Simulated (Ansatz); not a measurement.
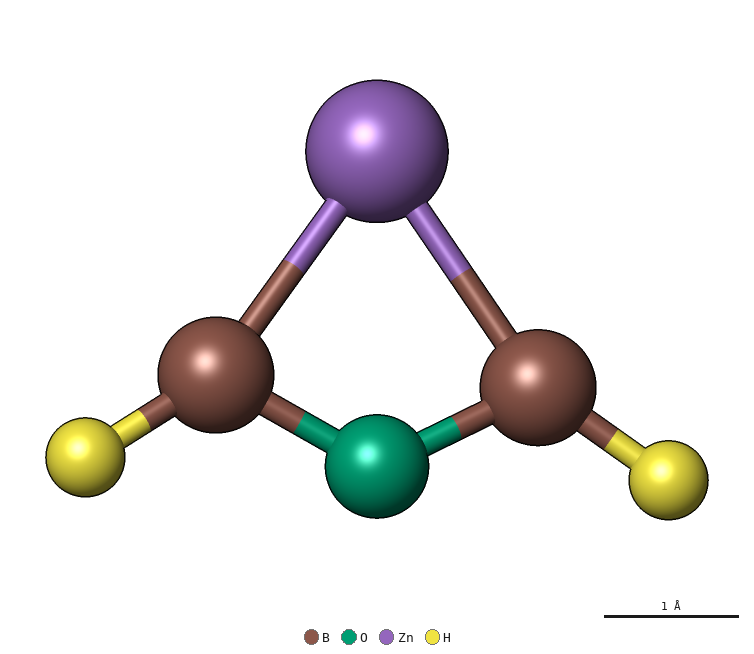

Ball-and-stick drawing of a structure. Every bond is drawn as one stick, whatever its order.

Identify the structure.

The molecule is B₂H₂OZn. SMILES: `[BH]1O[BH][Zn]1`. Among its groups: B–H bond. This geometry has C2v symmetry. All atoms lie on one plane. Coordination, clear cases only: 1 O bent; 1 Zn bent.

The parts below concern this one geometry. Atoms keep their numbers from picture to picture. The computed structure is the end point of a PBE0-D4/def2-TZVP optimisation.

**Geometry**

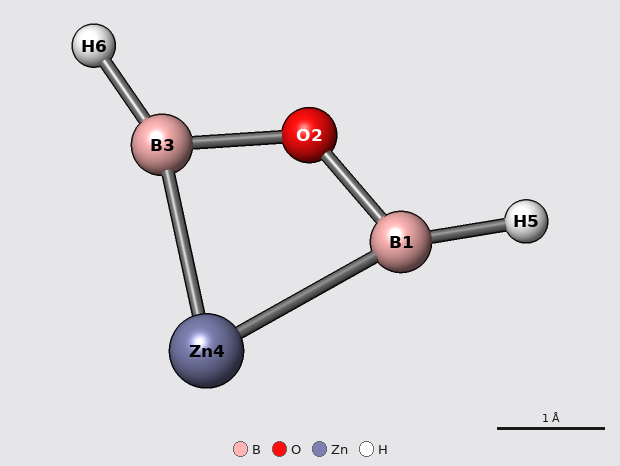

Give the bond lengths.

```csv
bond,length (Å)
B1–O2,1.387
B1–Zn4,2.148
B1–H5,1.197
O2–B3,1.387
B3–Zn4,2.148
B3–H6,1.197
```

**Dipole moment**

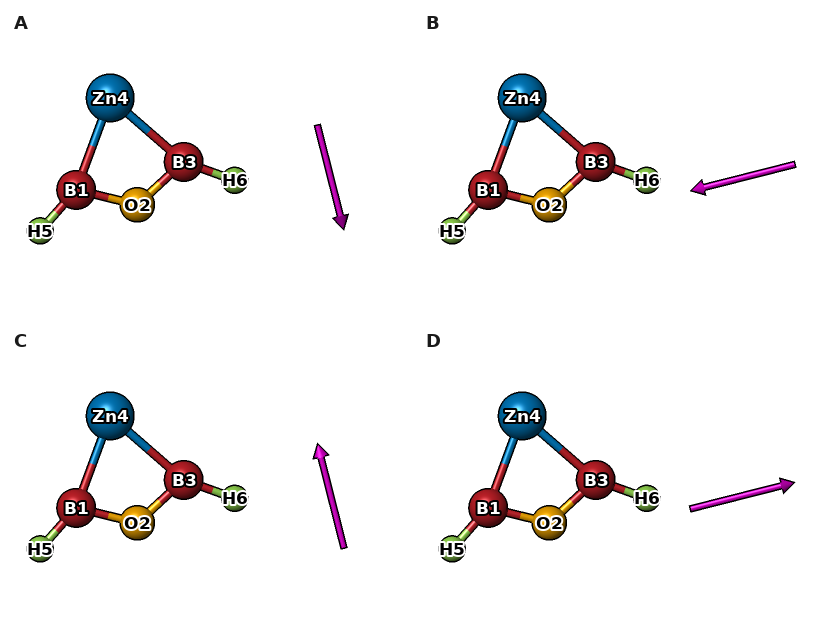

The same molecule four times, each with an arrow. Level of theory: RKS PBE0-D4/def2-TZVP (Ansatz 0.2.0).

Question: Which arrow points along the dipole moment, from the negative to the positive end?

Answer: C. The dipole moment is 1.35 D; it points from the side of O2, H5, H6 to the side of Zn4 (the outermost atoms at the two ends).

**Vibrations**

Harmonic vibrations computed with RKS PBE0-D4/def2-TZVP (Ansatz 0.2.0) at a stationary point of the same level.

Question: List the wavenumbers.

Answer: 12 modes: 220, 326, 429, 568, 650, 727, 879, 963, 1130, 1178, 2618, 2625 cm⁻¹.

**Thermal motion**

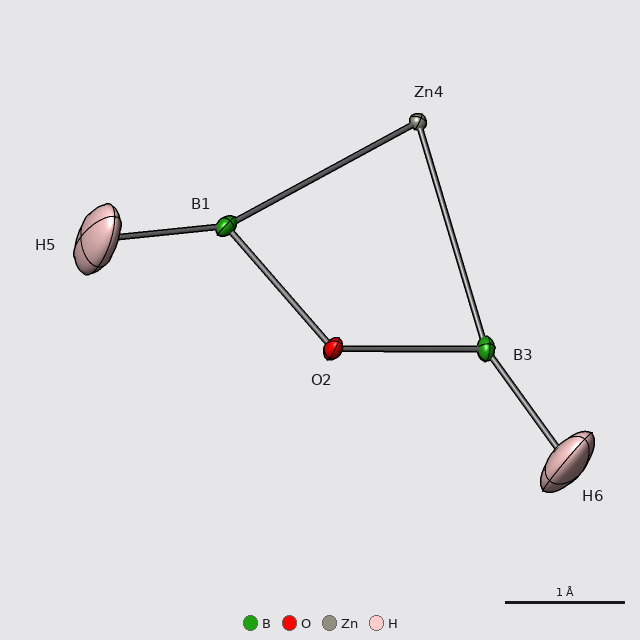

Displacement ellipsoids at the 50 % level, from the internal vibrations of the free molecule (harmonic, no overall translation or rotation; no half-axis is drawn under 0.075 Å). Vibrations computed with RKS PBE0-D4/def2-TZVP (Ansatz 0.2.0). Temperature: 600 K.

Question: Which atom moves most?

Answer: H5, H6, with U_eq = 0.0389 Å².

Question: Does H6 move more along its bond or across it?

Answer: Across it: the root-mean-square amplitude is 0.101 Å along the bond and up to 0.282 Å across, since bending and torsion are softer than stretching.

List U_eq and the three principal root-mean-square amplitudes for each kind of atom.

| atom | U_eq (Å²) | rms amplitudes (Å) |
| --- | --- | --- |
| B1, B3 | 0.0038 | 0.045, 0.064, 0.072 |
| O2 | 0.0039 | 0.025, 0.062, 0.086 |
| Zn4 | 0.00032 | 0.005, 0.012, 0.028 |
| H5, H6 | 0.0389 | 0.095, 0.168, 0.282 |

**Charges**

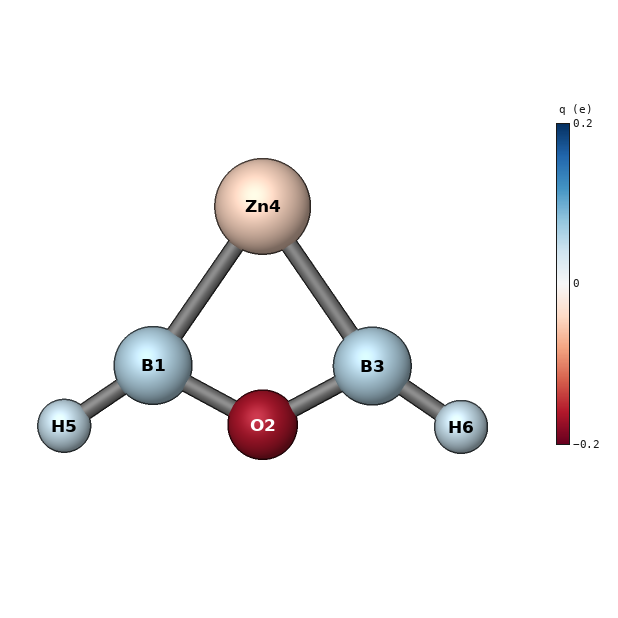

Atoms are coloured by their Mulliken charges. Level of theory: RKS PBE0-D4/def2-TZVP (Ansatz 0.2.0).

Give the Mulliken charges atom by atom.

```json
{"atom": "B1", "value (e)": "0.06"}
{"atom": "O2", "value (e)": "−0.17"}
{"atom": "B3", "value (e)": "0.06"}
{"atom": "Zn4", "value (e)": "−0.04"}
{"atom": "H5", "value (e)": "0.05"}
{"atom": "H6", "value (e)": "0.05"}
```

Mulliken values depend strongly on the basis set and can even reverse the polarity of a bond.
